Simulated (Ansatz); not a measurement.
## Electronic structure of GeH3O2···NH3 (doublet) in real space

Input file:

```
crystal:
  periodic: [false, false, false]
  atoms:
    - { symbol: Ge, position_ang: [-0.0504, 0.039586, -0.104301] }
    - { symbol: H, position_ang: [-0.13307, 0.076494, 1.44825] }
    - { symbol: O, position_ang: [1.644585, -0.05279, -0.693647] }
    - { symbol: H, position_ang: [1.995944, -0.955525, -0.579227] }
    - { symbol: H, position_ang: [-0.615273, 1.294818, -0.801883] }
    - { symbol: O, position_ang: [-0.925577, -1.429403, -0.676564] }
    - { symbol: H, position_ang: [-1.235885, -1.953152, 0.084778] }
    - { symbol: "N", position_ang: [-0.355149, 0.151438, 3.692229] }
    - { symbol: H, position_ang: [-0.087695, -0.839195, 3.901313] }
    - { symbol: H, position_ang: [0.565122, 0.62613, 3.850952] }
magnetization:
  spin_polarized: true
  initial_magnetization: 1
basis:
  gaussian: { orbitals: def2-SVP }
hamiltonian:
  xc: pbe
relax:
  f_tol: 0.03
  max_steps: 50
output:
  orbitals: {}
```

Run with:

```sh
ansatz run input.yaml --threads 4 --pin off --max-ram 5120MiB --backend cpu --events-out ev --progress --plain --runs-dir out
```

The fields are those of the run's last geometry, not of the input's.

Computed with UKS PBE/def2-SVP (Ansatz).

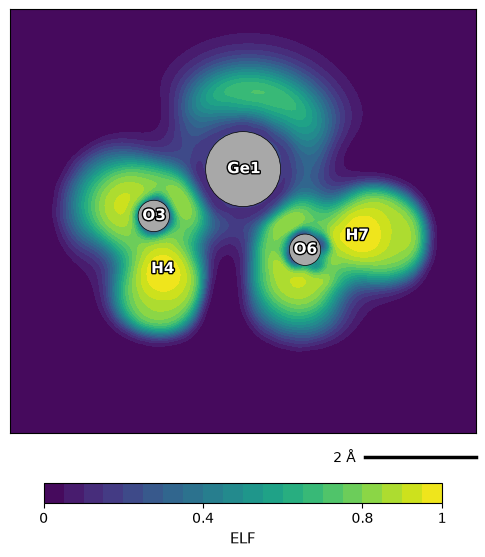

Figure 1. Electron localisation function on the plane of atoms O3, Ge1 and O6. Grey discs cover the atomic cores.

> What do the fields say about this system?

The section cuts through Ge, O and H sites.
Ge–O (1.81 Å): the ELF peaks at about 0.85 in the valence shell of O, 0.6 Å from its nucleus, and is about 0.35 at the midpoint.
O–H (0.98 Å): the ELF climbs to about 1 towards the hydrogen, as it does in any bond to H: an ordinary covalent bond to hydrogen.
The ELF also peaks beside O6 and O3, away from the bonds: non-bonding electrons, paired or unpaired.

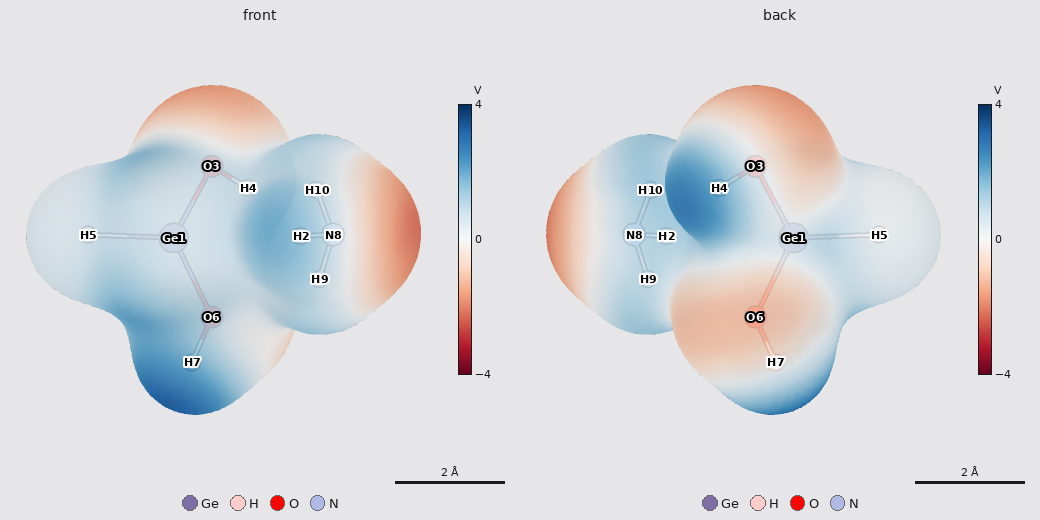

Figure 2. The electrostatic potential painted on the density surface at 0.004 e/bohr³, seen from the front and from behind; the colour scale runs from red (negative) to blue (positive).

> Which sites attract a positive test charge, and which a negative one?

A positive charge is drawn to the negative regions and a negative charge to the positive ones. The most negative region (about −2.1 V) lies over N8, the most positive (about +3.2 V) over H7. N8 is the likeliest acceptor of a hydrogen bond.

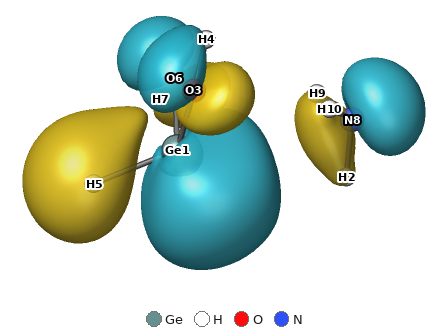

Figure 3. One frontier orbital at ±0.08 Å⁻³ᐟ² (yellow and cyan are the two phases), seen from one side.

> Which orbital is it: HOMO (α) or LUMO (α)?

The HOMO (α), at −4.81 eV. Its weight (Hirshfeld) is mainly on Ge1 (about 50 %), H5 (about 15 %), N8 (about 10 %), O6 (about 10 %) and O3 (about 10 %).
